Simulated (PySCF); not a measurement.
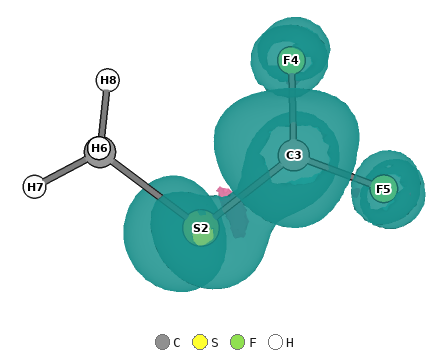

*C$_{2}$H$_{3}$F$_{2}$S (SMILES CS[C](F)F) (doublet). Isosurfaces of the spin density at +0.02 (teal) and −0.02 e/Å³ (pink), seen across its widest extent.*

Geometry: GFN2-xTB.

Level of theory: UKS B3LYP, pcH-1 on C F H S, non-relativistic, mean-field spin-orbit, GIAO (PySCF).

```xyz
8

C    -1.2178    0.1053   -0.1014
S     0.0573   -1.1793    0.0830
C     1.4069   -0.1177    0.3543
F     1.5776    0.8996   -0.5110
F     2.5842   -0.7129    0.5638
H    -1.3114    0.6518    0.8320
H    -2.1438   -0.4097   -0.3322
H    -0.9440    0.7722   -0.9129
```

### Which atoms carry the spin?

The unpaired spin (1 electron) lies mostly on C3 (about 0.6), S2 (about 0.2), F4 (about 0.1) and F5 (about 0.1), in electrons by Hirshfeld's partition.
